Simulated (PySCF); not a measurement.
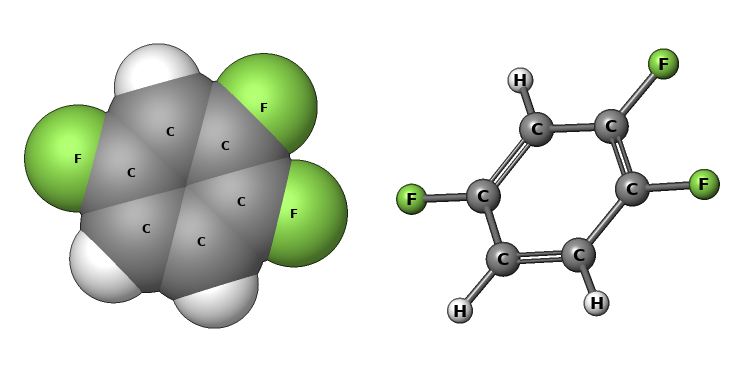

Both panels show the same species.

Describe the molecule.

The molecule is C₆H₃F₃. Its SMILES string is `Fc1ccc(F)c(F)c1`. Independent rings (smallest set): 1 of 6 members, 1 of them aromatic. Among its groups: C–F bond. The point group is Cs. All atoms lie on one plane. Coordination: 6 C trigonal planar.

The parts below concern this one geometry. Atoms keep their numbers from picture to picture. The computed structure is the end point of a PBE0-D3(BJ)/def2-SVP optimisation. No frequency run is at hand to confirm it as a minimum.

### Dipole moment

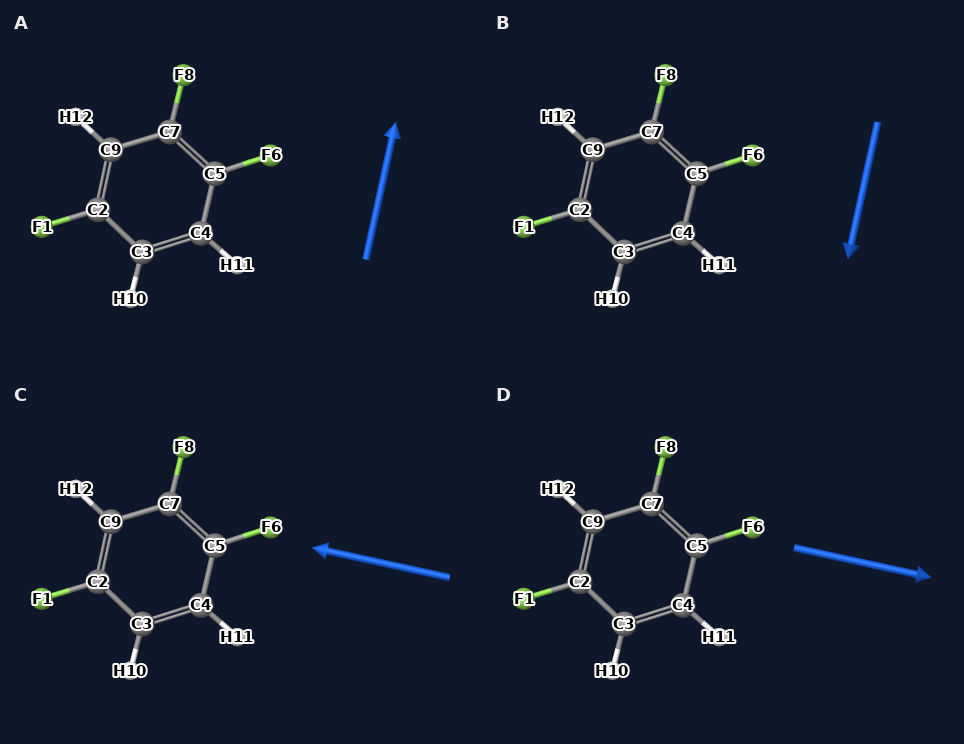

The same molecule four times, each with an arrow. No frequency run is at hand to confirm it as a minimum. Level of theory: PBE0/pcSseg-1 in chloroform (IEF-PCM) (PySCF 2.14.0).

> Which arrow points along the dipole moment, from the negative to the positive end?

B. The dipole moment is 1.64 D; it points from the side of F8 to the side of H10 (the outermost atoms at the two ends).

### Ring current

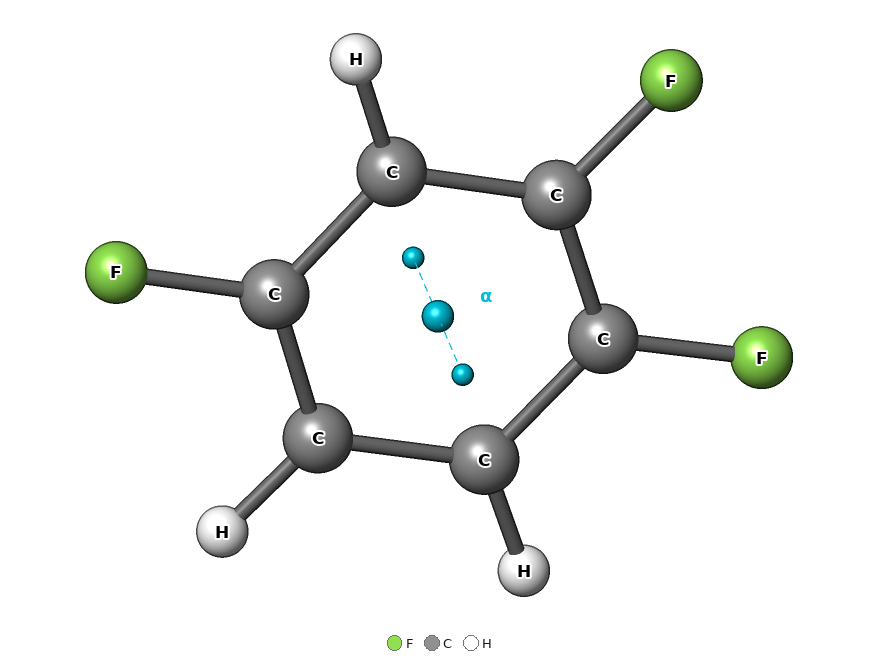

The small points mark where nucleus-independent chemical shifts (NICS) were computed: at the centre of each lettered ring and 1 Å above and below it. No frequency run is at hand to confirm it as a minimum. Level of theory: GIAO PBE0/pcSseg-1 NMR shielding, non-relativistic, IEF-PCM water (PySCF 2.14.0).

Give NICS(0), NICS(1) and the out-of-plane component NICS(1)zz for each ring (means of the two sides).

| ring | members | NICS(0) | NICS(1) | NICS(1)zz |
| --- | --- | --- | --- | --- |
| α | C6 | −13.2 | −11.5 | −26.5 |

Values in ppm.

> What do the values say about the ring currents?

Ring α: diatropic, as in an aromatic ring. NICS is one index among several.

### NMR shielding

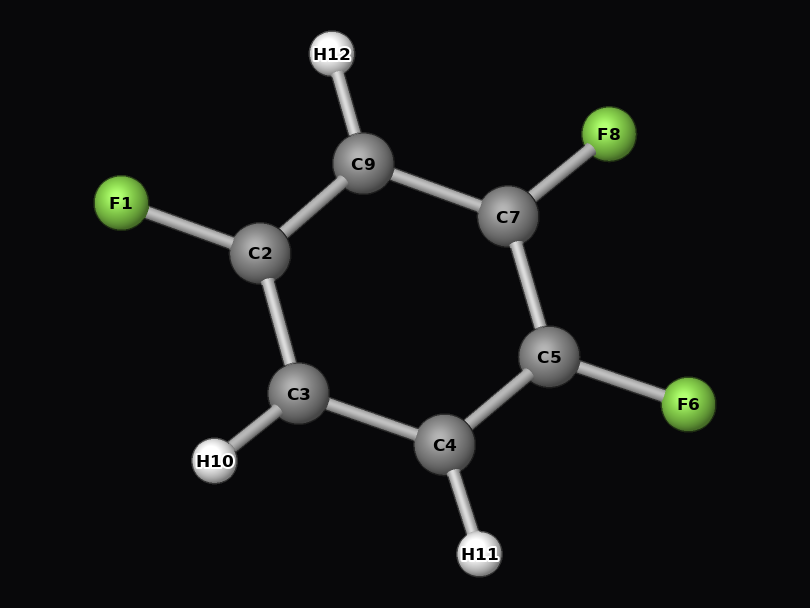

The questions are on isotropic NMR shieldings of the C atoms. No frequency run is at hand to confirm it as a minimum. Method: GIAO PBE0/pcSseg-1 NMR shielding, non-relativistic, IEF-PCM water (PySCF 2.14.0).

List the isotropic NMR shieldings of the C atoms.

```tsv
atom	σ (ppm)
C2	19.0
C3	67.5
C4	60.3
C5	30.4
C7	26.8
C9	73.4
```

### Excitation

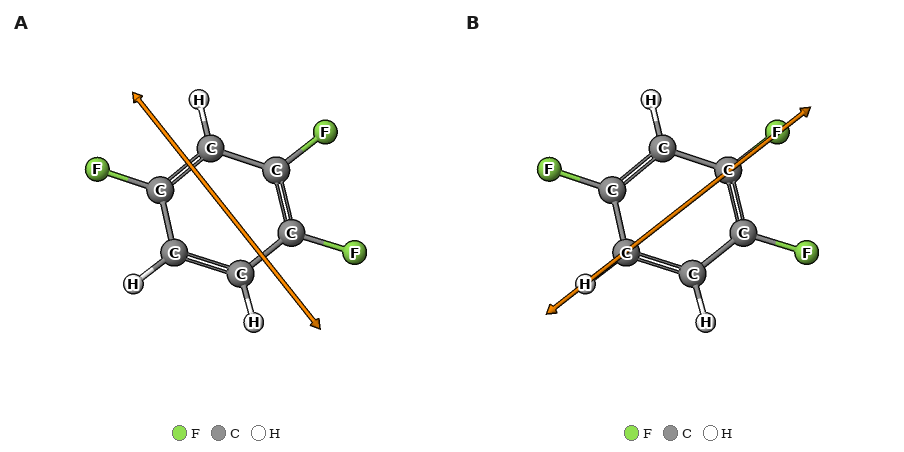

The double arrows show the directions of two transition dipoles from the ground state (lengths mean nothing). No frequency run is at hand to confirm it as a minimum. Method: TDDFT PBE0/def2-SVPD, vertical, IEF-PCM chloroform (non-equilibrium linear response), core orbitals frozen in the response (PySCF 2.14.0).

> One belongs to singlet state 1 and one to singlet state 4. Which is which?

A: state 4, 6.90 eV (180 nm), oscillator strength 0.68, of mixed character, with the largest part HOMO−1 → LUMO (weight 0.49).
B: state 1, 5.29 eV (234 nm), oscillator strength 0.043, mainly HOMO → LUMO (weight 0.79).
